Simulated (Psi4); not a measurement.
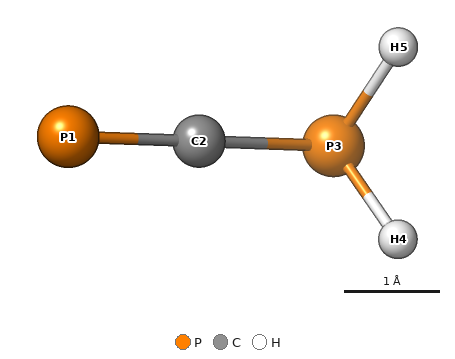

**Figure 1.** The structure (ball-and-stick view, seen at a tilt; atoms are numbered from 1 in the order of the input). Bond lengths as drawn: C–P 1.56 to 1.75 Å and H–P 1.40 Å.

Energy and gradient calculation, with input and output: CH2P2 (charge +1) (part 1 of 2)

The run: energy and gradient calculation of CH2P2, charge +1, multiplicity 2. Method and program: TPSS/def2-TZVP, UKS (Psi4 1.11).

The geometry is that of the parent species in another charge or spin state. The geometry comes from this level: GFN2-xTB.

### Log
```
Psi4 1.11 release

  Memory set to   1.490 GiB by Python driver.

gradient() will perform analytic gradient computation.

   => Loading Basis Set <=

    Name: DEF2-TZVP
    Role: ORBITAL
    Keyword: BASIS

         ---------------------------------------------------------
                                   SCF
                              UKS Reference
                        1 Threads,   1525 MiB Core
         ---------------------------------------------------------

  ==> Geometry <==

    Molecular point group: c1
    Full point group: C1

    Geometry (in Angstrom), charge = 1, multiplicity = 2:

       Center              X                  Y                   Z               Mass
    ------------   -----------------  -----------------  -----------------  -----------------
         P           -0.184270000000    -1.526160000000     1.855470000000    30.973761998420
         C           -0.179400000000    -0.463280000000     0.711510000000    12.000000000000
         P           -0.345190000000     0.838030000000    -0.445400000000    30.973761998420
         H           -0.313860000000     0.025160000000    -1.585910000000     1.007825032230
         H            1.022730000000     1.126250000000    -0.535670000000     1.007825032230

  Running in c1 symmetry.

  Rotational constants: A =      1.50336  B =      0.07784  C =      0.07538 [cm^-1]
  Rotational constants: A =  45069.60199  B =   2333.60994  C =   2259.74663 [MHz]
  Nuclear repulsion =  112.277776165079047

  Charge       = 1
  Multiplicity = 2
  Electrons    = 37
  Nalpha       = 19
  Nbeta        = 18

  ==> Algorithm <==

  SCF Algorithm Type is PK.
  DIIS enabled.
  MOM disabled.
  Fractional occupation disabled.
  Guess Type is SAD.
  Energy threshold   = 1.00e-09
  Density threshold  = 1.00e-08
  Integral threshold = 1.00e-12

  ==> Primary Basis <==

  Basis Set: DEF2-TZVP
    Blend: DEF2-TZVP
    Number of shells: 45
    Number of basis functions: 117
    Number of Cartesian functions: 132
    Spherical Harmonics?: true
    Max angular momentum: 3

  ==> DFT Potential <==

   => LibXC <=

    Version 7.1.2

   => Composite Functional: TPSS <=

    TPSS Meta-GGA XC Functional

    Deriv               =              1
    GGA                 =           TRUE
    Meta                =           TRUE

    Exchange Hybrid     =          FALSE
    MP2 Hybrid          =          FALSE

   => Exchange Functionals <=

    1.0000   XC_MGGA_X_TPSS

   => Correlation Functionals <=

    1.0000   XC_MGGA_C_TPSS

   => LibXC Density Thresholds  <==

    XC_MGGA_C_TPSS:  1.00E-15
    XC_MGGA_X_TPSS:  1.00E-15

   => Molecular Quadrature <=

    Radial Scheme          =       TREUTLER
    Pruning Scheme         =           NONE
    Nuclear Scheme         =       TREUTLER

    Blocking Scheme        =         OCTREE
    BS radius alpha        =              1
    Pruning alpha          =              1
    Radial Points          =             99
    Spherical Points       =            590
    Total Points           =         276445
    Total Blocks           =           2085
    Max Points             =            256
    Max Functions          =            111
    Weights Tolerance      =       1.00E-15

  ==> Integral Setup <==

  Using in-core PK algorithm.
   Calculation information:
      Number of atoms:                   5
      Number of AO shells:              45
      Number of primitives:             86
      Number of atomic orbitals:       132
      Number of basis functions:       117

      Integral cutoff                 1.00e-12
      Number of threads:                 1

  Performing in-core PK
  Using 47658312 doubles for integral storage.
  We computed 478973 shell quartets total.
  Whereas there are 536130 unique shell quartets.

  ==> DiskJK: Disk-Based J/K Matrices <==

    J tasked:                  Yes
    K tasked:                   No
    wK tasked:                  No
    Memory [MiB]:             1029
    Schwarz Cutoff:          1E-12

  Cached 5.6% of DFT collocation blocks in 0.107 [GiB].

  Minimum eigenvalue in the overlap matrix is 6.3595716222E-04.
  Reciprocal condition number of the overlap matrix is 1.1275312432E-04.
    Using symmetric orthogonalization.

  ==> Pre-Iterations <==

  SCF Guess: Superposition of Atomic Densities via on-the-fly atomic UHF (no occupation information).

   -------------------------
    Irrep   Nso     Nmo
   -------------------------
     A        117     117
   -------------------------
    Total     117     117
   -------------------------

  ==> Iterations <==

                        Total Energy        Delta E     RMS |[F,P]|

   @UKS iter SAD:  -721.69406442290665   -7.21694e+02   0.00000e+00
   @UKS iter   1:  -721.30198017465409    3.92084e-01   7.96136e-03 DIIS/ADIIS
   @UKS iter   2:  -719.03308576501547    2.26889e+00   1.43357e-02 DIIS/ADIIS
   @UKS iter   3:  -721.58065810776691   -2.54757e+00   3.46521e-03 DIIS/ADIIS
   @UKS iter   4:  -721.48219204112922    9.84661e-02   4.38111e-03 DIIS/ADIIS
   @UKS iter   5:  -721.69809628123130   -2.15904e-01   1.03288e-03 DIIS/ADIIS
   @UKS iter   6:  -721.70937582394140   -1.12795e-02   2.82560e-04 DIIS/ADIIS
   @UKS iter   7:  -721.71036042259504   -9.84599e-04   8.62612e-05 DIIS
   @UKS iter   8:  -721.71043983295635   -7.94104e-05   2.11540e-05 DIIS
   @UKS iter   9:  -721.71044949215832   -9.65920e-06   1.43355e-05 DIIS
   @UKS iter  10:  -721.71045290033010   -3.40817e-06   4.53295e-06 DIIS
   @UKS iter  11:  -721.71045334655366   -4.46224e-07   2.33682e-06 DIIS
   @UKS iter  12:  -721.71045348178041   -1.35227e-07   1.03622e-06 DIIS
   @UKS iter  13:  -721.71045352434055   -4.25601e-08   5.98387e-07 DIIS
   @UKS iter  14:  -721.71045353045326   -6.11271e-09   2.88506e-07 DIIS
   @UKS iter  15:  -721.71045353158695   -1.13369e-09   1.13177e-07 DIIS
   @UKS iter  16:  -721.71045353168677   -9.98170e-11   4.40791e-08 DIIS
   @UKS iter  17:  -721.71045353170871   -2.19416e-11   1.08387e-08 DIIS
   @UKS iter  18:  -721.71045353170916   -4.54747e-13   3.39767e-09 DIIS
  Energy and wave function converged.

  ==> Post-Iterations <==

   Electrons on quadrature grid:
      Nalpha   =   19.0000000425 ; deviation = 4.253e-08
      Nbeta    =   18.0000000223 ; deviation = 2.230e-08
      Ntotal   =   37.0000000648 ; deviation = 6.483e-08

   @Spin Contamination Metric:   7.939012135E-03
   @S^2 Expected:                7.500000000E-01
   @S^2 Observed:                7.579390121E-01
   @S   Expected:                5.000000000E-01
   @S   Observed:                5.000000000E-01

    Orbital Energies [Eh]
    ---------------------

    Alpha Occupied:

       1A    -76.867361     2A    -76.853593     3A    -10.265631
       4A     -6.640998     5A     -6.627097     6A     -4.818948
       7A     -4.817791     8A     -4.816785     9A     -4.809523
      10A     -4.803467    11A     -4.799345    12A     -0.932071
      13A     -0.847392    14A     -0.669720    15A     -0.605696
      16A     -0.566181    17A     -0.536733    18A     -0.487521
      19A     -0.484244

    Alpha Virtual:

      20A     -0.322759    21A     -0.318564    22A     -0.223621
      23A     -0.210608    24A     -0.159182    25A     -0.120816
      26A     -0.054698    27A     -0.025944    28A     -0.019499
      29A     -0.016605    30A     -0.002816    31A     -0.002638
      32A      0.020350    33A      0.024713    34A      0.027086
      35A      0.076443    36A      0.079649    37A      0.091323
      38A      0.097694    39A      0.116663    40A      0.143859
      41A      0.174685    42A      0.277632    43A      0.282813
      44A      0.286896    45A      0.343817    46A      0.344583
      47A      0.412429    48A      0.463650    49A      0.474997
      50A      0.501694    51A      0.578295    52A      0.718018
      53A      0.723523    54A      0.761194    55A      0.902321
      56A      0.930815    57A      0.949373    58A      0.953301
      59A      0.953798    60A      0.991697    61A      1.011268
      62A      1.016811    63A      1.033309    64A      1.051120
      65A      1.057764    66A      1.074128    67A      1.074142
      68A      1.090448    69A      1.133729    70A      1.145601
      71A      1.198571    72A      1.210965    73A      1.232465
      74A      1.246654    75A      1.268842    76A      1.279666
      77A      1.297458    78A      1.333825    79A      1.368135
      80A      1.400465    81A      1.563699    82A      1.575558
      83A      1.610706    84A      1.668337    85A      1.786000
      86A      1.812384    87A      1.881970    88A      1.915232
      89A      1.955038    90A      2.011497    91A      2.081104
      92A      2.188395    93A      2.335664    94A      2.350766
      95A      2.469302    96A      2.470376    97A      2.555271
      98A      2.601221    99A      2.741739   100A      2.768760
     101A      2.772435   102A      2.859957   103A      3.028813
     104A      3.071345   105A      3.298718   106A      3.324110
     107A      3.334847   108A      3.846040   109A      6.899259
     110A      6.912130   111A      6.968826   112A      6.993314
     113A      7.270694   114A      7.536446   115A     14.709592
     116A     14.992110   117A     21.835028

    Beta Occupied:

       1A    -76.865350     2A    -76.851561     3A    -10.263993
       4A     -6.639108     5A     -6.625189     6A     -4.817109
       7A     -4.815497     8A     -4.813284     9A     -4.803635
      10A     -4.802164    11A     -4.798289    12A     -0.922219
      13A     -0.834211    14A     -0.660973    15A     -0.600161
      16A     -0.551730    17A     -0.515362    18A     -0.482307

    Beta Virtual:

      19A     -0.442149    20A     -0.314213    21A     -0.296588
      22A     -0.210575    23A     -0.194633    24A     -0.153045
      25A     -0.110361    26A     -0.049557    27A     -0.016669
      28A     -0.013153    29A     -0.002160    30A      0.001941
      31A      0.009992    32A      0.031054    33A      0.042576
      34A      0.048187    35A      0.082736    36A      0.092853
      37A      0.100498    38A      0.105472    39A      0.124558
      40A      0.153932    41A      0.185635    42A      0.287213
      43A      0.287851    44A      0.302448    45A      0.353367
      46A      0.354329    47A      0.420275    48A      0.473033
      49A      0.483534    50A      0.512955    51A      0.587439
      52A      0.727631    53A      0.733652    54A      0.769493
      55A      0.915422    56A      0.941897    57A      0.965346
      58A      0.971290    59A      0.971445    60A      1.005372
      61A      1.018485    62A      1.031527    63A      1.048068
      64A      1.057153    65A      1.071695    66A      1.097844
      67A      1.097926    68A      1.101901    69A      1.147719
      70A      1.160257    71A      1.216735    72A      1.218860
      73A      1.244497    74A      1.262093    75A      1.283120
      76A      1.284442    77A      1.312976    78A      1.347101
      79A      1.379624    80A      1.412554    81A      1.572466
      82A      1.592289    83A      1.621426    84A      1.678760
      85A      1.797123    86A      1.821989    87A      1.897174
      88A      1.927041    89A      1.967996    90A      2.021822
      91A      2.091658    92A      2.201427    93A      2.349625
      94A      2.368916    95A      2.479487    96A      2.480718
      97A      2.568760    98A      2.615226    99A      2.758485
     100A      2.778588   101A      2.784480   102A      2.873424
     103A      3.043731   104A      3.077767   105A      3.313252
     106A      3.334664   107A      3.347108   108A      3.856216
     109A      6.914571   110A      6.917992   111A      6.978276
     112A      6.998867   113A      7.277149   114A      7.544234
     115A     14.715973   116A     14.999626   117A     21.838272

    Final Occupation by Irrep:
              A
    DOCC [    18 ]
    SOCC [     1 ]
    NA   [    19 ]
    NB   [    18 ]

  @UKS Final Energy:  -721.71045353170916

   => Energetics <=

    Nuclear Repulsion Energy =            112.2777761650790467
    One-Electron Energy =               -1210.3667438422849045
    Two-Electron Energy =                 428.7606602690543696
    DFT Exchange-Correlation Energy =     -52.3821461235576962
    Empirical Dispersion Energy =           0.0000000000000000
    VV10 Nonlocal Energy =                  0.0000000000000000
    Total Energy =                       -721.7104535317091631
```
